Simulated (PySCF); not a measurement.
Al(OAc)(OMe)2, SMILES C[O][Al]([O]C)[O]C(C)=O (C4H9AlO4), singlet at its GFN2-xTB optimised geometry (Å):

```
18

Al     0.0605    -0.1489     0.0000
O      1.9656    -0.1489     0.0000
C      1.8712    -0.4656    -1.2144
C      3.1003    -0.7067    -2.0282
O      0.7307    -0.5913    -1.7297
H      2.8734    -0.6043    -3.0851
H      3.4427    -1.7221    -1.8337
H      3.8837    -0.0172    -1.7261
O     -0.4787    -1.5152     0.7327
C     -1.0949    -2.5480     1.4327
H     -0.4251    -2.9213     2.2120
H     -2.0172    -2.1952     1.9017
H     -1.3386    -3.3664     0.7498
O     -0.4915     1.3961     0.0000
C     -1.1150     2.6332     0.1319
H     -1.4744     2.9751    -0.8425
H     -1.9656     2.5615     0.8149
H     -0.4070     3.3664     0.5279
```

Level of theory: PBE0/def2-SVP in PySCF. Cells within 0.4 Å of a nucleus heavier than hydrogen are left out (blank, or x).

Map of the deformation density (molecule minus spherical neutral atoms) (e/bohr³) on the plane z = 1.0 Å:

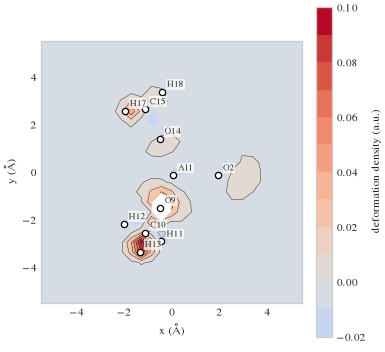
Figure: Deformation density (molecule minus spherical neutral atoms) (e/bohr³) on the plane z = 1.0 Å.
